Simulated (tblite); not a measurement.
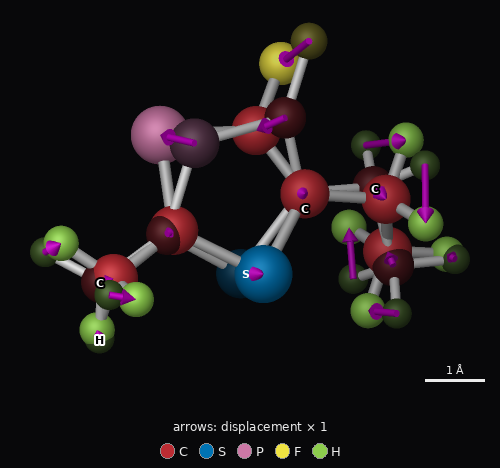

This is a relaxation of C6H8FPS. The starting structure is drawn faded, the final one solid; purple arrows show the displacements, at their true length. The two geometries are superimposed by the best rigid fit.

A ball-and-stick model, seen at a tilt.

These are results of GFN2-xTB geometry optimisation, gas phase (tblite), not measurements. 

**What did the optimiser do to the structure, and how much energy did it gain?**

The energy falls by 2.636 eV in 172 geometry steps. The atom that moves furthest after the best rigid fit is an H atom (1.28 Å). Largest moves by element: H 1.28 Å, F 1.23 Å, P 0.92 Å, S 0.74 Å, C 0.68 Å. Near-neighbour distances that change, for instance: P–S 2.623 → 2.948 Å, C–P 1.613 → 1.711 Å, C–P 1.874 → 1.776 Å, C–C 1.419 → 1.357 Å. Bond angles that change, for instance: C–C–F 145.3° → 120.0°, C–P–C 115.9° → 91.8°, C–C–P 98.5° → 120.4°. Groups turn about C–C by about 75°, C–C by about 50°.
